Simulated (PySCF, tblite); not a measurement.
# B15N15H14: electronic excitations, NMR shifts, part 1 of 2

Aim: compute the electronic excitations, NMR shifts of B15N15H14.

Programs: tblite 0.8.0 and PySCF 2.14.0, with routines of our own; each step states its level. All values are computed. Atoms count from 0.

### 1 The system as given

44 atoms, charge 0, multiplicity 1; geometry from: force field, distance geometry or constructed start.

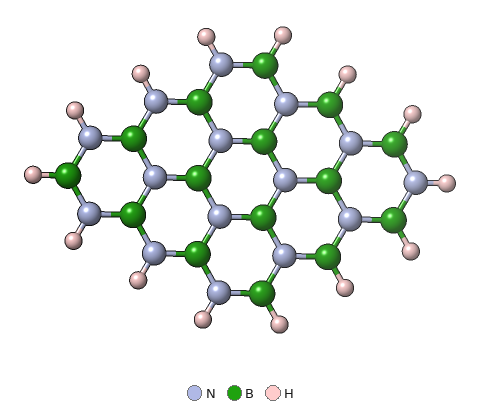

The starting geometry (nitrogen light blue, boron green, hydrogen pink).

### 2 Optimising the geometry with GFN2-xTB

The job: settings as JSON, then the geometry in Å.

```
{"job": {"kind": "relax", "xc": "GFN2-xTB", "basis": "xTB"}, "charge": 0, "multiplicity": 1}
N     -1.256000     0.720200    -0.001600
B     -2.519800     1.449600    -0.006900
N     -3.767100     0.719700     0.001000
B     -3.773000    -0.723600    -0.006200
N     -2.517600    -1.454200     0.003400
B     -1.264200    -0.728500    -0.002600
N      2.506500     2.898700    -0.003300
B      1.254000     3.624700     0.001500
N     -0.002400     2.894900    -0.000400
B     -0.007900     1.446200     0.001600
N      1.248500     0.720800    -0.002100
B      2.503900     1.445000    -0.000000
N      3.758700     0.722700     0.005000
B      1.252800    -0.728600    -0.002700
N      2.504200    -1.447900     0.000200
B      3.760200    -0.727400     0.006300
N     -5.027700    -1.451100     0.000900
B     -5.029200    -2.906400    -0.001000
N     -3.772900    -3.626200     0.002500
B     -2.513800    -2.902100     0.002700
N     -0.007400    -1.449200     0.001500
B     -0.006000    -2.901500    -0.000200
N      1.254000    -3.623400     0.006600
B      2.502200    -2.907300    -0.001500
B     -1.260400     3.624600     0.000900
N     -2.522700     2.896100     0.002500
N      5.018500     2.899300    -0.000700
B      3.761500     3.622600     0.001200
B      5.018400     1.447400    -0.002000
N     -1.259800    -3.627600     0.003400
H     -4.669400     1.242600    -0.001100
H      1.248700     4.793300     0.000200
H      4.774300    -1.312900    -0.001900
H     -5.926600    -0.934300     0.003700
H     -6.040100    -3.486200    -0.003300
H     -3.771800    -4.665800    -0.002900
H      1.249800    -4.667900    -0.004100
H      3.520500    -3.485500    -0.002600
H     -1.259800     4.788100    -0.000100
H     -3.422100     3.420400     0.001200
H      5.918400     3.414700     0.003800
H      3.768000     4.786400     0.003700
H      6.036000     0.863000    -0.003600
H     -1.258300    -4.668500    -0.001800
```

Launch:

```
> OMP_NUM_THREADS=2 python large_run.py task.json out
```

One launch serves the whole session: the jobs run in the order shown.

The program printed:

```text
step      E/eV     max force
  0   -1925.52313    1.400
  1   -1925.75200    0.909
  2   -1925.88146    0.583
  3   -1925.95693    0.535
  4   -1926.02403    0.447
  5   -1926.06054    0.310
  6   -1926.07958    0.195
  7   -1926.08788    0.141
  8   -1926.09288    0.113
  9   -1926.09590    0.100
 10   -1926.09782    0.069
 11   -1926.09908    0.058
 12   -1926.10011    0.061
 13   -1926.10106    0.066
 14   -1926.10184    0.046
 15   -1926.10236    0.041
 16   -1926.10269    0.027
 17   -1926.10291    0.026
 18   -1926.10305    0.019
```

Run time: 1 s. Hardware: 2 threads of Arm Neoverse N1, shared host; peak memory 0.16 GiB.

The steps of the relaxation:

| step | energy from step 0 (eV) | largest force (eV/Å) |
| --- | --- | --- |
| 0 | 0.0000 | 1.4004 |
| 1 | -0.2289 | 0.9089 |
| 2 | -0.3583 | 0.5830 |
| 3 | -0.4338 | 0.5348 |
| 4 | -0.5009 | 0.4474 |
| 5 | -0.5374 | 0.3094 |
| 6 | -0.5565 | 0.1948 |
| 7 | -0.5648 | 0.1415 |
| 8 | -0.5697 | 0.1133 |
| 9 | -0.5728 | 0.1000 |
| 10 | -0.5747 | 0.0690 |
| 11 | -0.5759 | 0.0580 |
| 12 | -0.5770 | 0.0610 |
| 13 | -0.5779 | 0.0662 |
| 14 | -0.5787 | 0.0460 |
| 15 | -0.5792 | 0.0410 |
| 16 | -0.5796 | 0.0266 |
| 17 | -0.5798 | 0.0261 |
| 18 | -0.5799 | 0.0192 |

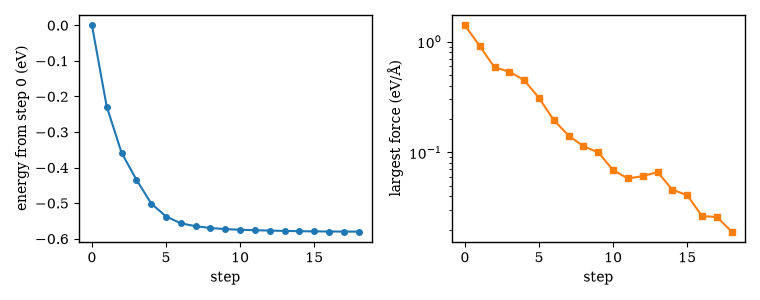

Energy and largest force along the relaxation.

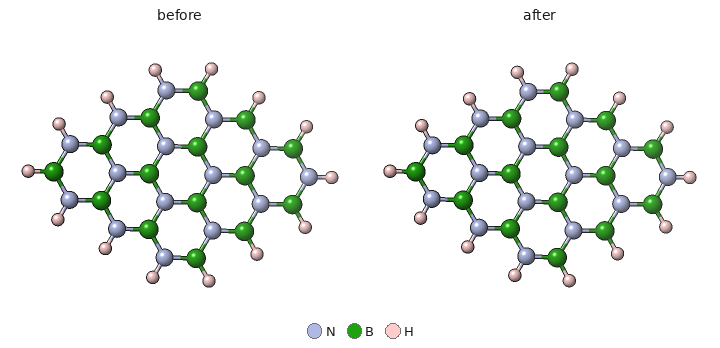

The geometry before (left) and after (right).

Close pairs (by a distance rule), those that changed most:

| bond | before (Å) | after (Å) | change (Å) |
| --- | --- | --- | --- |
| B24–N25 | 1.457 | 1.407 | -0.050 |
| N16–B17 | 1.455 | 1.414 | -0.041 |
| N26–B28 | 1.452 | 1.415 | -0.037 |
| N22–H36 | 1.045 | 1.008 | -0.036 |
| N26–B27 | 1.450 | 1.415 | -0.035 |
| N2–H30 | 1.043 | 1.009 | -0.034 |
| B17–N18 | 1.448 | 1.414 | -0.034 |
| N25–H39 | 1.041 | 1.009 | -0.033 |

The next job starts from the end point, and lists it.

### 3 Vibrational analysis with GFN2-xTB

The job: settings as JSON, then the geometry in Å.

```
{"job": {"kind": "ir", "xc": "GFN2-xTB", "basis": "xTB"}, "charge": 0, "multiplicity": 1}
N     -1.247172     0.714117    -0.000555
B     -2.492370     1.425100    -0.000663
N     -3.714823     0.697341    -0.000776
B     -3.741431    -0.728377    -0.000088
N     -2.495327    -1.440242     0.000125
B     -1.250909    -0.721782    -0.000237
N      2.480017     2.880685     0.000684
B      1.233545     3.584146     0.000101
N     -0.007059     2.880994    -0.000549
B     -0.005754     1.434411    -0.000539
N      1.240829     0.716879     0.000032
B      2.483487     1.434203     0.000294
N      3.734334     0.707719    -0.000096
B      1.238877    -0.721484     0.000189
N      2.490865    -1.446179     0.000211
B      3.720116    -0.723464     0.000194
N     -4.963239    -1.471356     0.000308
B     -4.997627    -2.885190    -0.000620
N     -3.755899    -3.562140    -0.000397
B     -2.501698    -2.875318     0.000014
N     -0.005541    -1.436500     0.000343
B     -0.012350    -2.870361     0.000417
N      1.243298    -3.556734    -0.000041
B      2.478419    -2.881951    -0.000441
B     -1.256847     3.587892    -0.000084
N     -2.458877     2.855757    -0.000323
N      4.927530     2.844771     0.001015
B      3.723292     3.588260     0.001661
B      4.968983     1.430156    -0.000348
N     -1.253753    -3.565240     0.000572
H     -4.586477     1.205308    -0.001276
H      1.236513     4.757644     0.000276
H      4.737759    -1.307822     0.000858
H     -5.833093    -0.961328     0.000877
H     -6.015263    -3.472856    -0.001639
H     -3.748955    -4.570442    -0.000898
H      1.237590    -4.565165    -0.000503
H      3.482442    -3.489227    -0.001588
H     -1.280973     4.761054     0.000886
H     -3.335061     3.355179     0.000548
H      5.801294     3.348962     0.001418
H      3.753882     4.761715     0.002762
H      6.000155     0.869344    -0.001787
H     -1.249627    -4.574091     0.000878
```

The program printed:

```text
mode    cm-1     km/mol
  1      29.8      0.07
  2      48.8      0.00
  3      77.4      0.62
  4      82.9      1.30
  5      84.9      0.00
  6     145.3      0.00
  7     146.2      0.09
  8     177.7      0.00
  9     179.8      2.26
 10     211.6      0.01
 11     216.7      0.00
 12     218.6      0.30
 13     235.7      0.20
 14     249.6      0.00
 15     251.2      0.97
 16     284.4      0.02
 17     292.7      0.31
 18     323.7      0.23
 19     324.8      0.99
 20     348.1      0.00
 21     348.3      0.19
 22     351.8      0.02
 23     361.4      0.04
 24     366.2      0.38
 25     372.7      0.00
 26     405.4      0.86
 27     420.3      0.32
 28     420.4      0.18
 29     466.7      0.01
 30     478.2      0.27
 31     507.8      0.32
 32     530.6      0.02
 33     530.6      1.39
 34     539.3      0.07
 35     544.5      5.68
 36     557.1      2.12
 37     560.0      0.00
 38     560.7      0.40
 39     570.6      0.13
 40     619.1      7.93
 41     632.2      0.00
 42     638.0      1.81
 43     644.0      2.86
 44     649.2      0.00
 45     656.6      0.39
 46     662.7      0.17
 47     667.7     11.34
 48     680.3      0.01
 49     692.1      1.92
 50     692.5     65.74
 51     696.1      0.00
 52     701.2      1.11
 53     708.8    585.69
 54     731.3      0.64
 55     734.7      0.04
 56     744.5      0.87
 57     768.4      0.00
 58     773.9      2.30
 59     783.7      8.04
 60     792.0      0.00
 61     800.2     65.49
 62     803.6      0.02
 63     805.8    286.10
 64     818.4    836.52
 65     895.5     11.62
 66     930.7      1.06
 67     933.2      0.10
 68     957.1      2.75
 69     983.0     14.36
 70     996.0      2.82
 71    1027.7     10.36
 72    1030.4      0.79
 73    1040.1      9.55
 74    1040.2      3.74
 75    1046.6      0.07
 76    1069.6      7.28
 77    1076.9      2.02
 78    1087.4      0.13
 79    1118.2      0.19
 80    1129.2      4.78
 81    1130.9     25.75
 82    1143.5      0.48
 83    1147.8      4.32
 84    1157.8      3.08
 85    1185.7     15.68
 86    1208.1      0.91
 87    1210.3     25.96
 88    1212.4      3.00
 89    1221.0      2.86
 90    1223.4      8.32
 91    1228.6      7.86
 92    1230.1      0.07
 93    1235.0      1.36
 94    1243.4      7.92
 95    1253.8     33.65
 96    1268.0     11.17
 97    1274.6      0.70
 98    1290.2     48.55
 99    1295.0     58.40
100    1300.3     59.46
101    1320.1     17.14
102    1332.1    239.28
103    1340.6    152.24
104    1366.3     31.45
105    1368.2    449.35
106    1391.9   1192.89
107    1393.7    300.91
108    1397.4   3157.01
109    1418.4   2308.88
110    1431.1   1229.15
111    1435.0   1305.66
112    1435.7   1304.29
113    2579.8    360.63
114    2587.6     30.49
115    2588.8      5.27
116    2594.2      0.17
117    2596.1     19.89
118    2604.0    962.37
119    2608.4    368.64
120    3450.9      8.02
121    3451.4      4.61
122    3455.5      3.46
123    3456.7      8.83
124    3458.0      6.86
125    3460.8     10.92
126    3462.0      7.53
```

Wall time 12 s (2 threads of Arm Neoverse N1, shared host); peak memory 0.16 GiB.

Which atoms move in the most intense modes:

| cm⁻¹ | km/mol | atoms |
| --- | --- | --- |
| 818 | 836.5 | H40 19 %, H42 14 %, H41 14 % |
| 1392 | 1192.9 |  |
| 1397 | 3157.0 | B11 13 % |
| 1418 | 2308.9 |  |
| 1431 | 1229.2 |  |
| 1435 | 1305.7 | B19 13 %, B3 12 % |
| 1436 | 1304.3 | B3 11 %, N4 11 %, B19 10 % |
| 2604 | 962.4 | H32 22 %, H31 22 %, H37 17 %, H38 17 % |

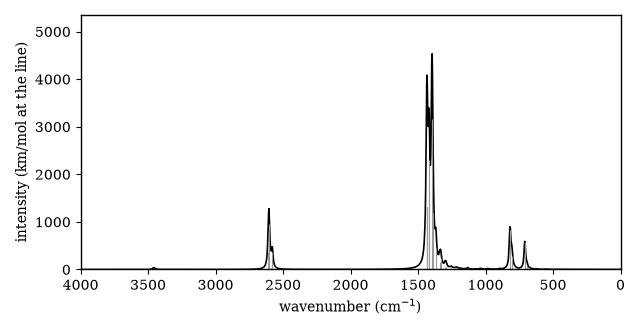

The infrared spectrum from these modes, unscaled. Lines are broadened to a width of 14 cm⁻¹ (Lorentzian).

### 4 Electronic excitations: TDA wB97X-D/6-31G*

The job, as its differences from that of step 3:

```diff
@@ -1,2 +1,2 @@
-{"job": {"kind": "ir", "xc": "GFN2-xTB", "basis": "xTB"}, "charge": 0, "multiplicity": 1}
+{"job": {"kind": "uv", "basis": "6-31G*", "grid": 1, "kgrid": 0, "vcut": 1.5, "nstates": 6, "ntriplets": 2, "tda": true, "delta": ["ip_vertical"], "pop": true, "xc": "wB97X-D"}, "charge": 0, "multiplicity": 1}
 N     -1.247172     0.714117    -0.000555
```

Level: TDA wB97X-D/6-31G*, vertical, gas phase, core orbitals frozen in the response, virtual orbitals cut by energy.

The program printed:

```text
start: PBE on a coarse grid of 38369 points
cycle   1  E = -1202.2373476948  dE =  5.248e+00  |g| = 1.406e+00  |ddm| = 7.748e+00
cycle   2  E = -1201.5125471409  dE =  7.248e-01  |g| = 2.261e+00  |ddm| = 3.201e+00
cycle   3  E = -1202.6851440433  dE = -1.173e+00  |g| = 2.130e-01  |ddm| = 2.098e+00
cycle   4  E = -1202.6964915758  dE = -1.135e-02  |g| = 7.970e-02  |ddm| = 2.714e-01
cycle   5  E = -1202.6978964407  dE = -1.405e-03  |g| = 3.019e-02  |ddm| = 8.449e-02
cycle   6  E = -1202.6980925120  dE = -1.961e-04  |g| = 9.875e-03  |ddm| = 3.285e-02
final grid: 170008 points
cycle   7  E = -1203.6398166393  dE = -2.656e-02  |g| = 8.711e-02  |ddm| = 5.985e-01
cycle   8  E = -1203.6415265392  dE = -1.710e-03  |g| = 4.994e-02  |ddm| = 1.218e-01
cycle   9  E = -1203.6421538924  dE = -6.274e-04  |g| = 1.786e-02  |ddm| = 4.509e-02
cycle  10  E = -1203.6422520508  dE = -9.816e-05  |g| = 3.452e-03  |ddm| = 2.221e-02
cycle  11  E = -1203.6422582578  dE = -6.207e-06  |g| = 1.279e-03  |ddm| = 4.753e-03
cycle  12  E = -1203.6422573289  dE =  9.290e-07  |g| = 4.570e-04  |ddm| = 1.749e-03
cycle  13  E = -1203.6422577113  dE = -3.825e-07  |g| = 9.015e-05  |ddm| = 6.953e-04
converged SCF energy = -1203.6422577113
Vertical ionisation energy (delta-SCF) = 8.5533 eV   <S^2> = 0.768

Static polarisability (au): isotropic 239.368, principal 107.787 274.895 335.422

Singlet excitations
state   eV       nm        f      main configurations
  1   6.7078    184.8   0.00669   H-2->L 0.30, H->L+2 0.19, H->L+1 0.13
  2   7.0062    177.0   0.10853   H-2->L 0.23, H-6->L 0.15, H-3->L+2 0.10
  3   7.0478    175.9   0.44101   H-2->L+1 0.20, H->L 0.18, H-1->L+2 0.17
  4   7.1007    174.6   0.05615   H->L+2 0.32, H-1->L 0.14
  5   7.2405    171.2   0.03837   H-1->L+1 0.29, H->L+3 0.19, H-3->L+3 0.08
  6   7.4237    167.0   0.10292   H-1->L+3 0.36, H-5->L+3 0.09, H-5->L 0.08

Triplet excitations (Tamm-Dancoff, eV): 6.4271 6.4682
```

Run time: 5.7 min. Hardware: 2 threads of Arm Neoverse N1, shared host; peak memory 1.6 GiB.

Frontier orbitals and where they lie:

| orbital | eV | atoms |
| --- | --- | --- |
| HOMO−4 | -9.63 | N25 20 %, N22 20 %, N20 15 % |
| HOMO−3 | -9.52 | N18 14 %, N16 14 %, N12 9 % |
| HOMO−2 | -9.24 | N26 16 %, N10 10 %, N12 8 % |
| HOMO−1 | -8.85 | N4 20 %, N25 12 %, N22 12 % |
| HOMO | -8.57 | N18 18 %, N16 18 %, N2 15 % |
| LUMO | 1.91 | B28 25 %, B27 25 %, B7 14 % |
| LUMO+1 | 2.25 | B15 18 %, B7 18 %, B11 15 % |
| LUMO+2 | 2.55 | B17 22 %, B5 14 %, B3 8 % |
| LUMO+3 | 2.77 | B9 20 %, B13 20 %, B23 17 % |

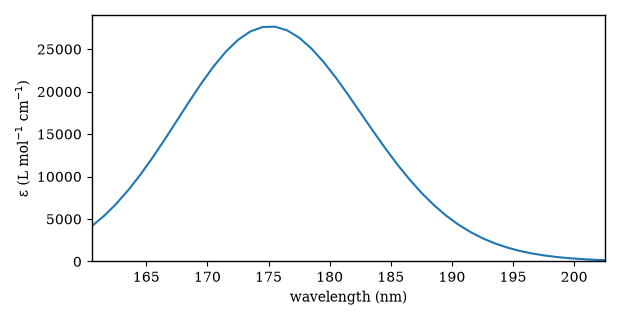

Absorption spectrum: each of the 6 states is a Gaussian band of 0.4 eV half-width at 1/e. Beyond the last state computed it falls off for lack of states.

Ground-state properties from the same run:

| property | computed |
| --- | --- |
| dipole moment (D) | 3.69 |
| polarisability (Å³) | 35.47 |
| HOMO–LUMO gap (eV) | 10.48 |
| −ε(HOMO) (eV) | 8.57 |

(Continued in part 2 of 2.)
